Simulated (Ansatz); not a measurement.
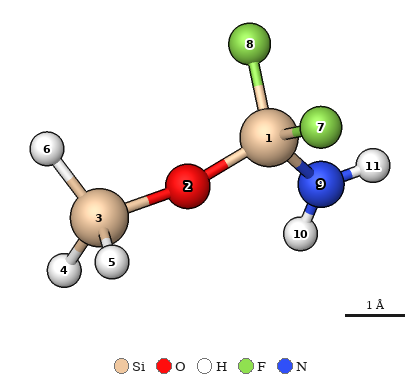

Figure 1. The structure as given in the input (ball-and-stick view, seen at a tilt; atoms are numbered from 1 in the order of the input). Bond lengths as drawn: F–Si 1.68 Å, H–N 1.01 Å, H–Si 1.50 Å, N–Si 1.72 Å and O–Si 1.65 to 1.71 Å.

# Run report: Si₂NH₅OF₂, molecular dynamics (part 1 of 5)

The run: molecular dynamics of Si₂NH₅OF₂. Method and program: RKS B3LYP/6-31G (Ansatz 0.2.0).

It belongs to a series of runs on one base structure; here: dynamics from the start. Figures and captions count atoms from 1; the log counts them from 0 in places.

### What the program printed
```
Engine: ansatz 0.2.0, aarch64-unknown-linux-gnu
Functional definition: B3LYP
  parameter a0 = 0.2
  parameter ax = 0.72
  parameter ac = 0.81
  exchange = (1 - a0 - ax)*slater_x + ax*b88_x + a0*exact_x
  correlation = (1 - ac)*vwn_rpa_c + ac*lyp_c
883 factors; integrals over basis functions are off by at most 1.7e-4 eV
mean field evaluation 1: about -24797.2222 eV, gradient 8.1e1 eV
mean field evaluation 2: about -24781.3297 eV, gradient 1.2e2 eV
mean field evaluation 4: about -24808.7583 eV, gradient 5.5e0 eV
mean field evaluation 8: about -24808.8530 eV, gradient 7.7e-2 eV
mean field evaluation 16: about -24808.8530 eV, gradient 2.6e-5 eV
mean field -24808.85297524 eV, -911.7085307954 hartree, gradient 2.6e-5 eV, S^2 0.000000; 0 other end points of the search recorded, 0 dependent functions left out
the calculation of the forces begins
reference -24808.85325730 eV, -911.7085411611 hartree; 33, 33 occupied and 39, 39 virtual orbitals, 883 factors
md step     0: t =     0.00 fs  T =   300.0 K  F+E_penalty+E_count = -24808.85297524 eV  E_kin = 0.349002 eV  conserved = -24808.50397324 eV  (26 SCF iters)
these checks for a lower state are left out or cut short: starts, cluster_reference, orbital_swaps, neighbouring_geometries, increment
883 factors; integrals over basis functions are off by at most 1.7e-4 eV
mean field -24808.85029992 eV, -911.7084324793 hartree, gradient 1.3e-5 eV, S^2 0.000000; 0 other end points of the search recorded, 0 dependent functions left out
the calculation of the forces begins
reference -24808.85058193 eV, -911.7084428430 hartree; 33, 33 occupied and 39, 39 virtual orbitals, 883 factors
md step     1: t =     0.50 fs  T =   297.7 K  F+E_penalty+E_count = -24808.85029992 eV  E_kin = 0.346348 eV  conserved = -24808.50395194 eV  (25 SCF iters)
[... from here on the SCF iterations and repeated set-up lines of each step are left out, up to the last step ...]
md step     2: t =     1.00 fs  T =   291.1 K  F+E_penalty+E_count = -24808.84248342 eV  E_kin = 0.338604 eV  conserved = -24808.50387950 eV  (25 SCF iters)
md step     3: t =     1.50 fs  T =   281.0 K  F+E_penalty+E_count = -24808.83067999 eV  E_kin = 0.326894 eV  conserved = -24808.50378650 eV  (24 SCF iters)
md step     4: t =     2.00 fs  T =   268.8 K  F+E_penalty+E_count = -24808.81636456 eV  E_kin = 0.312658 eV  conserved = -24808.50370908 eV  (24 SCF iters)
md step     5: t =     2.50 fs  T =   255.4 K  F+E_penalty+E_count = -24808.80077252 eV  E_kin = 0.297106 eV  conserved = -24808.50367196 eV  (25 SCF iters)
md step     6: t =     3.00 fs  T =   241.4 K  F+E_penalty+E_count = -24808.78451626 eV  E_kin = 0.280850 eV  conserved = -24808.50367676 eV  (25 SCF iters)
md step     7: t =     3.50 fs  T =   226.8 K  F+E_penalty+E_count = -24808.76755634 eV  E_kin = 0.263872 eV  conserved = -24808.50370276 eV  (25 SCF iters)
md step     8: t =     4.00 fs  T =   211.3 K  F+E_penalty+E_count = -24808.74951541 eV  E_kin = 0.245824 eV  conserved = -24808.50372011 eV  (24 SCF iters)
md step     9: t =     4.50 fs  T =   194.7 K  F+E_penalty+E_count = -24808.73014582 eV  E_kin = 0.226483 eV  conserved = -24808.50370409 eV  (24 SCF iters)
md step    10: t =     5.00 fs  T =   177.2 K  F+E_penalty+E_count = -24808.70971119 eV  E_kin = 0.206120 eV  conserved = -24808.50364791 eV  (24 SCF iters)
md step    11: t =     5.50 fs  T =   159.5 K  F+E_penalty+E_count = -24808.68909497 eV  E_kin = 0.185605 eV  conserved = -24808.50356527 eV  (23 SCF iters)
md step    12: t =     6.00 fs  T =   142.9 K  F+E_penalty+E_count = -24808.66958810 eV  E_kin = 0.166200 eV  conserved = -24808.50348377 eV  (24 SCF iters)
md step    13: t =     6.50 fs  T =   128.2 K  F+E_penalty+E_count = -24808.65245418 eV  E_kin = 0.149138 eV  conserved = -24808.50343436 eV  (24 SCF iters)
md step    14: t =     7.00 fs  T =   116.2 K  F+E_penalty+E_count = -24808.63846645 eV  E_kin = 0.135176 eV  conserved = -24808.50343306 eV  (24 SCF iters)
md step    15: t =     7.50 fs  T =   106.9 K  F+E_penalty+E_count = -24808.62765597 eV  E_kin = 0.124350 eV  conserved = -24808.50347451 eV  (23 SCF iters)
md step    16: t =     8.00 fs  T =    99.8 K  F+E_penalty+E_count = -24808.61939857 eV  E_kin = 0.116063 eV  conserved = -24808.50353191 eV  (24 SCF iters)
md step    17: t =     8.50 fs  T =    94.1 K  F+E_penalty+E_count = -24808.61281800 eV  E_kin = 0.109473 eV  conserved = -24808.50357216 eV  (24 SCF iters)
md step    18: t =     9.00 fs  T =    89.4 K  F+E_penalty+E_count = -24808.60730394 eV  E_kin = 0.103993 eV  conserved = -24808.50357025 eV  (23 SCF iters)
md step    19: t =     9.50 fs  T =    85.7 K  F+E_penalty+E_count = -24808.60289863 eV  E_kin = 0.099670 eV  conserved = -24808.50352214 eV  (23 SCF iters)
md step    20: t =    10.00 fs  T =    83.6 K  F+E_penalty+E_count = -24808.60035780 eV  E_kin = 0.097240 eV  conserved = -24808.50344756 eV  (23 SCF iters)
md step    21: t =    10.50 fs  T =    84.1 K  F+E_penalty+E_count = -24808.60084311 eV  E_kin = 0.097831 eV  conserved = -24808.50338151 eV  (27 SCF iters)
md step    22: t =    11.00 fs  T =    88.1 K  F+E_penalty+E_count = -24808.60537673 eV  E_kin = 0.102433 eV  conserved = -24808.50335846 eV  (23 SCF iters)
md step    23: t =    11.50 fs  T =    95.7 K  F+E_penalty+E_count = -24808.61430872 eV  E_kin = 0.111379 eV  conserved = -24808.50339540 eV  (23 SCF iters)
md step    24: t =    12.00 fs  T =   106.7 K  F+E_penalty+E_count = -24808.62705656 eV  E_kin = 0.124100 eV  conserved = -24808.50348302 eV  (23 SCF iters)
md step    25: t =    12.50 fs  T =   119.7 K  F+E_penalty+E_count = -24808.64224614 eV  E_kin = 0.139254 eV  conserved = -24808.50359088 eV  (24 SCF iters)
md step    26: t =    13.00 fs  T =   133.4 K  F+E_penalty+E_count = -24808.65817884 eV  E_kin = 0.155180 eV  conserved = -24808.50368303 eV  (23 SCF iters)
md step    27: t =    13.50 fs  T =   146.5 K  F+E_penalty+E_count = -24808.67339258 eV  E_kin = 0.170440 eV  conserved = -24808.50373485 eV  (24 SCF iters)
md step    28: t =    14.00 fs  T =   158.3 K  F+E_penalty+E_count = -24808.68705633 eV  E_kin = 0.184210 eV  conserved = -24808.50374141 eV  (24 SCF iters)
md step    29: t =    14.50 fs  T =   168.8 K  F+E_penalty+E_count = -24808.69904271 eV  E_kin = 0.196344 eV  conserved = -24808.50371843 eV  (23 SCF iters)
md step    30: t =    15.00 fs  T =   178.1 K  F+E_penalty+E_count = -24808.70967686 eV  E_kin = 0.207139 eV  conserved = -24808.50369423 eV  (24 SCF iters)
md step    31: t =    15.50 fs  T =   186.5 K  F+E_penalty+E_count = -24808.71930651 eV  E_kin = 0.216918 eV  conserved = -24808.50369319 eV  (24 SCF iters)
md step    32: t =    16.00 fs  T =   194.0 K  F+E_penalty+E_count = -24808.72792538 eV  E_kin = 0.225665 eV  conserved = -24808.50372400 eV  (23 SCF iters)
md step    33: t =    16.50 fs  T =   200.2 K  F+E_penalty+E_count = -24808.73504009 eV  E_kin = 0.232898 eV  conserved = -24808.50377529 eV  (23 SCF iters)
md step    34: t =    17.00 fs  T =   204.4 K  F+E_penalty+E_count = -24808.73984620 eV  E_kin = 0.237836 eV  conserved = -24808.50382105 eV  (24 SCF iters)
md step    35: t =    17.50 fs  T =   206.1 K  F+E_penalty+E_count = -24808.74162367 eV  E_kin = 0.239783 eV  conserved = -24808.50383529 eV  (23 SCF iters)
md step    36: t =    18.00 fs  T =   205.0 K  F+E_penalty+E_count = -24808.74014835 eV  E_kin = 0.238528 eV  conserved = -24808.50380300 eV  (24 SCF iters)
md step    37: t =    18.50 fs  T =   201.6 K  F+E_penalty+E_count = -24808.73592180 eV  E_kin = 0.234566 eV  conserved = -24808.50372906 eV  (23 SCF iters)
md step    38: t =    19.00 fs  T =   196.9 K  F+E_penalty+E_count = -24808.73009063 eV  E_kin = 0.229016 eV  conserved = -24808.50363758 eV  (24 SCF iters)
md step    39: t =    19.50 fs  T =   191.9 K  F+E_penalty+E_count = -24808.72406697 eV  E_kin = 0.223256 eV  conserved = -24808.50356348 eV  (23 SCF iters)
md step    40: t =    20.00 fs  T =   187.7 K  F+E_penalty+E_count = -24808.71899696 eV  E_kin = 0.218405 eV  conserved = -24808.50353436 eV  (23 SCF iters)
md step    41: t =    20.50 fs  T =   184.7 K  F+E_penalty+E_count = -24808.71532834 eV  E_kin = 0.214903 eV  conserved = -24808.50355750 eV  (24 SCF iters)
md step    42: t =    21.00 fs  T =   182.6 K  F+E_penalty+E_count = -24808.71269115 eV  E_kin = 0.212398 eV  conserved = -24808.50361711 eV  (24 SCF iters)
md step    43: t =    21.50 fs  T =   180.5 K  F+E_penalty+E_count = -24808.71015326 eV  E_kin = 0.209991 eV  conserved = -24808.50367976 eV  (24 SCF iters)
md step    44: t =    22.00 fs  T =   177.7 K  F+E_penalty+E_count = -24808.70673019 eV  E_kin = 0.206731 eV  conserved = -24808.50371304 eV  (28 SCF iters)
md step    45: t =    22.50 fs  T =   173.7 K  F+E_penalty+E_count = -24808.70188965 eV  E_kin = 0.202100 eV  conserved = -24808.50369968 eV  (23 SCF iters)
md step    46: t =    23.00 fs  T =   168.7 K  F+E_penalty+E_count = -24808.69582110 eV  E_kin = 0.196282 eV  conserved = -24808.50364457 eV  (23 SCF iters)
md step    47: t =    23.50 fs  T =   163.4 K  F+E_penalty+E_count = -24808.68936183 eV  E_kin = 0.190090 eV  conserved = -24808.50357175 eV  (24 SCF iters)
md step    48: t =    24.00 fs  T =   158.7 K  F+E_penalty+E_count = -24808.68363075 eV  E_kin = 0.184611 eV  conserved = -24808.50351153 eV  (23 SCF iters)
md step    49: t =    24.50 fs  T =   155.4 K  F+E_penalty+E_count = -24808.67955433 eV  E_kin = 0.180752 eV  conserved = -24808.50348719 eV  (23 SCF iters)
md step    50: t =    25.00 fs  T =   153.8 K  F+E_penalty+E_count = -24808.67750522 eV  E_kin = 0.178880 eV  conserved = -24808.50350379 eV  (23 SCF iters)
md step    51: t =    25.50 fs  T =   153.7 K  F+E_penalty+E_count = -24808.67722190 eV  E_kin = 0.178751 eV  conserved = -24808.50354670 eV  (23 SCF iters)
md step    52: t =    26.00 fs  T =   154.5 K  F+E_penalty+E_count = -24808.67803483 eV  E_kin = 0.179724 eV  conserved = -24808.50358957 eV  (23 SCF iters)
md step    53: t =    26.50 fs  T =   155.7 K  F+E_penalty+E_count = -24808.67927669 eV  E_kin = 0.181157 eV  conserved = -24808.50360734 eV  (23 SCF iters)
md step    54: t =    27.00 fs  T =   157.1 K  F+E_penalty+E_count = -24808.68067032 eV  E_kin = 0.182784 eV  conserved = -24808.50358890 eV  (23 SCF iters)
md step    55: t =    27.50 fs  T =   158.9 K  F+E_penalty+E_count = -24808.68250012 eV  E_kin = 0.184881 eV  conserved = -24808.50354312 eV  (24 SCF iters)
md step    56: t =    28.00 fs  T =   161.7 K  F+E_penalty+E_count = -24808.68547223 eV  E_kin = 0.188130 eV  conserved = -24808.50349584 eV  (23 SCF iters)
md step    57: t =    28.50 fs  T =   166.1 K  F+E_penalty+E_count = -24808.69031282 eV  E_kin = 0.193228 eV  conserved = -24808.50347755 eV  (24 SCF iters)
md step    58: t =    29.00 fs  T =   172.3 K  F+E_penalty+E_count = -24808.69729354 eV  E_kin = 0.200431 eV  conserved = -24808.50350810 eV  (24 SCF iters)
md step    59: t =    29.50 fs  T =   179.9 K  F+E_penalty+E_count = -24808.70592878 eV  E_kin = 0.209256 eV  conserved = -24808.50358440 eV  (23 SCF iters)
md step    60: t =    30.00 fs  T =   187.9 K  F+E_penalty+E_count = -24808.71502296 eV  E_kin = 0.218538 eV  conserved = -24808.50368050 eV  (23 SCF iters)
md step    61: t =    30.50 fs  T =   195.0 K  F+E_penalty+E_count = -24808.72306548 eV  E_kin = 0.226799 eV  conserved = -24808.50376121 eV  (23 SCF iters)
md step    62: t =    31.00 fs  T =   200.1 K  F+E_penalty+E_count = -24808.72878379 eV  E_kin = 0.232795 eV  conserved = -24808.50379731 eV  (24 SCF iters)
md step    63: t =    31.50 fs  T =   202.8 K  F+E_penalty+E_count = -24808.73160021 eV  E_kin = 0.235954 eV  conserved = -24808.50377841 eV  (23 SCF iters)
md step    64: t =    32.00 fs  T =   203.3 K  F+E_penalty+E_count = -24808.73179268 eV  E_kin = 0.236538 eV  conserved = -24808.50371810 eV  (24 SCF iters)
md step    65: t =    32.50 fs  T =   202.4 K  F+E_penalty+E_count = -24808.73029456 eV  E_kin = 0.235449 eV  conserved = -24808.50364401 eV  (24 SCF iters)
md step    66: t =    33.00 fs  T =   201.0 K  F+E_penalty+E_count = -24808.72824293 eV  E_kin = 0.233787 eV  conserved = -24808.50359102 eV  (24 SCF iters)
md step    67: t =    33.50 fs  T =   199.7 K  F+E_penalty+E_count = -24808.72645565 eV  E_kin = 0.232350 eV  conserved = -24808.50358090 eV  (24 SCF iters)
md step    68: t =    34.00 fs  T =   198.8 K  F+E_penalty+E_count = -24808.72508634 eV  E_kin = 0.231286 eV  conserved = -24808.50361658 eV  (28 SCF iters)
md step    69: t =    34.50 fs  T =   197.8 K  F+E_penalty+E_count = -24808.72359218 eV  E_kin = 0.230076 eV  conserved = -24808.50367702 eV  (24 SCF iters)
md step    70: t =    35.00 fs  T =   195.8 K  F+E_penalty+E_count = -24808.72103815 eV  E_kin = 0.227814 eV  conserved = -24808.50373206 eV  (24 SCF iters)
md step    71: t =    35.50 fs  T =   192.3 K  F+E_penalty+E_count = -24808.71657128 eV  E_kin = 0.223671 eV  conserved = -24808.50375389 eV  (24 SCF iters)
md step    72: t =    36.00 fs  T =   186.8 K  F+E_penalty+E_count = -24808.70985085 eV  E_kin = 0.217316 eV  conserved = -24808.50373081 eV  (24 SCF iters)
md step    73: t =    36.50 fs  T =   179.7 K  F+E_penalty+E_count = -24808.70122974 eV  E_kin = 0.209088 eV  conserved = -24808.50367307 eV  (24 SCF iters)
md step    74: t =    37.00 fs  T =   171.8 K  F+E_penalty+E_count = -24808.69160020 eV  E_kin = 0.199851 eV  conserved = -24808.50360715 eV  (23 SCF iters)
md step    75: t =    37.50 fs  T =   163.8 K  F+E_penalty+E_count = -24808.68197947 eV  E_kin = 0.190589 eV  conserved = -24808.50356387 eV  (24 SCF iters)
md step    76: t =    38.00 fs  T =   156.4 K  F+E_penalty+E_count = -24808.67303785 eV  E_kin = 0.181956 eV  conserved = -24808.50356169 eV  (23 SCF iters)
md step    77: t =    38.50 fs  T =   149.6 K  F+E_penalty+E_count = -24808.66481996 eV  E_kin = 0.174002 eV  conserved = -24808.50359553 eV  (23 SCF iters)
md step    78: t =    39.00 fs  T =   142.9 K  F+E_penalty+E_count = -24808.65681786 eV  E_kin = 0.166244 eV  conserved = -24808.50364002 eV  (24 SCF iters)
md step    79: t =    39.50 fs  T =   135.9 K  F+E_penalty+E_count = -24808.64836049 eV  E_kin = 0.158045 eV  conserved = -24808.50366216 eV  (23 SCF iters)
md step    80: t =    40.00 fs  T =   128.2 K  F+E_penalty+E_count = -24808.63911982 eV  E_kin = 0.149098 eV  conserved = -24808.50363858 eV  (24 SCF iters)
md step    81: t =    40.50 fs  T =   120.2 K  F+E_penalty+E_count = -24808.62947280 eV  E_kin = 0.139781 eV  conserved = -24808.50356717 eV  (24 SCF iters)
md step    82: t =    41.00 fs  T =   112.8 K  F+E_penalty+E_count = -24808.62053506 eV  E_kin = 0.131188 eV  conserved = -24808.50346898 eV  (24 SCF iters)
md step    83: t =    41.50 fs  T =   107.3 K  F+E_penalty+E_count = -24808.61383512 eV  E_kin = 0.124815 eV  conserved = -24808.50337989 eV  (23 SCF iters)
md step    84: t =    42.00 fs  T =   104.9 K  F+E_penalty+E_count = -24808.61076126 eV  E_kin = 0.122020 eV  conserved = -24808.50333414 eV  (23 SCF iters)
md step    85: t =    42.50 fs  T =   106.2 K  F+E_penalty+E_count = -24808.61202762 eV  E_kin = 0.123508 eV  conserved = -24808.50334923 eV  (23 SCF iters)
md step    86: t =    43.00 fs  T =   110.9 K  F+E_penalty+E_count = -24808.61740326 eV  E_kin = 0.129063 eV  conserved = -24808.50341761 eV  (22 SCF iters)
md step    87: t =    43.50 fs  T =   118.3 K  F+E_penalty+E_count = -24808.62582916 eV  E_kin = 0.137663 eV  conserved = -24808.50351002 eV  (24 SCF iters)
md step    88: t =    44.00 fs  T =   127.1 K  F+E_penalty+E_count = -24808.63586401 eV  E_kin = 0.147906 eV  conserved = -24808.50359080 eV  (24 SCF iters)
md step    89: t =    44.50 fs  T =   136.3 K  F+E_penalty+E_count = -24808.64624157 eV  E_kin = 0.158558 eV  conserved = -24808.50363280 eV  (24 SCF iters)
md step    90: t =    45.00 fs  T =   145.2 K  F+E_penalty+E_count = -24808.65629385 eV  E_kin = 0.168957 eV  conserved = -24808.50362900 eV  (25 SCF iters)
md step    91: t =    45.50 fs  T =   154.0 K  F+E_penalty+E_count = -24808.66606175 eV  E_kin = 0.179128 eV  conserved = -24808.50359479 eV  (25 SCF iters)
md step    92: t =    46.00 fs  T =   162.9 K  F+E_penalty+E_count = -24808.67605872 eV  E_kin = 0.189556 eV  conserved = -24808.50356014 eV  (28 SCF iters)
md step    93: t =    46.50 fs  T =   172.6 K  F+E_penalty+E_count = -24808.68680773 eV  E_kin = 0.200735 eV  conserved = -24808.50355415 eV  (24 SCF iters)
md step    94: t =    47.00 fs  T =   182.9 K  F+E_penalty+E_count = -24808.69838678 eV  E_kin = 0.212733 eV  conserved = -24808.50359091 eV  (23 SCF iters)
md step    95: t =    47.50 fs  T =   193.4 K  F+E_penalty+E_count = -24808.71021854 eV  E_kin = 0.224982 eV  conserved = -24808.50366009 eV  (24 SCF iters)
md step    96: t =    48.00 fs  T =   203.2 K  F+E_penalty+E_count = -24808.72122772 eV  E_kin = 0.236436 eV  conserved = -24808.50373291 eV  (23 SCF iters)
md step    97: t =    48.50 fs  T =   211.5 K  F+E_penalty+E_count = -24808.73028374 eV  E_kin = 0.245993 eV  conserved = -24808.50377729 eV  (24 SCF iters)
md step    98: t =    49.00 fs  T =   217.5 K  F+E_penalty+E_count = -24808.73669550 eV  E_kin = 0.252977 eV  conserved = -24808.50377514 eV  (23 SCF iters)
md step    99: t =    49.50 fs  T =   221.3 K  F+E_penalty+E_count = -24808.74049634 eV  E_kin = 0.257409 eV  conserved = -24808.50372993 eV  (24 SCF iters)
md step   100: t =    50.00 fs  T =   223.5 K  F+E_penalty+E_count = -24808.74237919 eV  E_kin = 0.259954 eV  conserved = -24808.50366765 eV  (24 SCF iters)
md step   101: t =    50.50 fs  T =   224.8 K  F+E_penalty+E_count = -24808.74330256 eV  E_kin = 0.261531 eV  conserved = -24808.50362194 eV  (24 SCF iters)
md step   102: t =    51.00 fs  T =   225.9 K  F+E_penalty+E_count = -24808.74396667 eV  E_kin = 0.262815 eV  conserved = -24808.50361787 eV  (26 SCF iters)
md step   103: t =    51.50 fs  T =   226.8 K  F+E_penalty+E_count = -24808.74441690 eV  E_kin = 0.263844 eV  conserved = -24808.50366171 eV  (25 SCF iters)
md step   104: t =    52.00 fs  T =   226.9 K  F+E_penalty+E_count = -24808.74396017 eV  E_kin = 0.263942 eV  conserved = -24808.50373430 eV  (24 SCF iters)
md step   105: t =    52.50 fs  T =   225.2 K  F+E_penalty+E_count = -24808.74144471 eV  E_kin = 0.261987 eV  conserved = -24808.50380384 eV  (26 SCF iters)
md step   106: t =    53.00 fs  T =   220.8 K  F+E_penalty+E_count = -24808.73575689 eV  E_kin = 0.256890 eV  conserved = -24808.50383909 eV  (25 SCF iters)
md step   107: t =    53.50 fs  T =   213.3 K  F+E_penalty+E_count = -24808.72631891 eV  E_kin = 0.248083 eV  conserved = -24808.50382129 eV  (23 SCF iters)
md step   108: t =    54.00 fs  T =   202.7 K  F+E_penalty+E_count = -24808.71338331 eV  E_kin = 0.235808 eV  conserved = -24808.50375225 eV  (23 SCF iters)
md step   109: t =    54.50 fs  T =   190.0 K  F+E_penalty+E_count = -24808.69800485 eV  E_kin = 0.221092 eV  conserved = -24808.50365382 eV  (23 SCF iters)
md step   110: t =    55.00 fs  T =   176.6 K  F+E_penalty+E_count = -24808.68169730 eV  E_kin = 0.205409 eV  conserved = -24808.50355923 eV  (24 SCF iters)
md step   111: t =    55.50 fs  T =   163.5 K  F+E_penalty+E_count = -24808.66591482 eV  E_kin = 0.190183 eV  conserved = -24808.50349967 eV  (23 SCF iters)
md step   112: t =    56.00 fs  T =   151.6 K  F+E_penalty+E_count = -24808.65158282 eV  E_kin = 0.176330 eV  conserved = -24808.50348672 eV  (23 SCF iters)
md step   113: t =    56.50 fs  T =   141.0 K  F+E_penalty+E_count = -24808.63891047 eV  E_kin = 0.164072 eV  conserved = -24808.50350879 eV  (23 SCF iters)
md step   114: t =    57.00 fs  T =   131.6 K  F+E_penalty+E_count = -24808.62756619 eV  E_kin = 0.153110 eV  conserved = -24808.50353786 eV  (23 SCF iters)
md step   115: t =    57.50 fs  T =   123.0 K  F+E_penalty+E_count = -24808.61711170 eV  E_kin = 0.143039 eV  conserved = -24808.50354442 eV  (23 SCF iters)
md step   116: t =    58.00 fs  T =   115.0 K  F+E_penalty+E_count = -24808.60745411 eV  E_kin = 0.133779 eV  conserved = -24808.50351422 eV  (28 SCF iters)
md step   117: t =    58.50 fs  T =   108.1 K  F+E_penalty+E_count = -24808.59906869 eV  E_kin = 0.125803 eV  conserved = -24808.50345495 eV  (23 SCF iters)
md step   118: t =    59.00 fs  T =   103.2 K  F+E_penalty+E_count = -24808.59287893 eV  E_kin = 0.120011 eV  conserved = -24808.50339278 eV  (24 SCF iters)
md step   119: t =    59.50 fs  T =   100.9 K  F+E_penalty+E_count = -24808.58985269 eV  E_kin = 0.117348 eV  conserved = -24808.50335850 eV  (24 SCF iters)
md step   120: t =    60.00 fs  T =   101.7 K  F+E_penalty+E_count = -24808.59052255 eV  E_kin = 0.118334 eV  conserved = -24808.50337214 eV  (24 SCF iters)
md step   121: t =    60.50 fs  T =   105.5 K  F+E_penalty+E_count = -24808.59467578 eV  E_kin = 0.122770 eV  conserved = -24808.50343185 eV  (25 SCF iters)
md step   122: t =    61.00 fs  T =   111.5 K  F+E_penalty+E_count = -24808.60137918 eV  E_kin = 0.129754 eV  conserved = -24808.50351474 eV  (24 SCF iters)
md step   123: t =    61.50 fs  T =   118.6 K  F+E_penalty+E_count = -24808.60933127 eV  E_kin = 0.138023 eV  conserved = -24808.50358762 eV  (24 SCF iters)
md step   124: t =    62.00 fs  T =   125.9 K  F+E_penalty+E_count = -24808.61737871 eV  E_kin = 0.146455 eV  conserved = -24808.50362227 eV  (24 SCF iters)
md step   125: t =    62.50 fs  T =   132.8 K  F+E_penalty+E_count = -24808.62496264 eV  E_kin = 0.154503 eV  conserved = -24808.50360633 eV  (24 SCF iters)
md step   126: t =    63.00 fs  T =   139.6 K  F+E_penalty+E_count = -24808.63230649 eV  E_kin = 0.162378 eV  conserved = -24808.50355094 eV  (24 SCF iters)
```
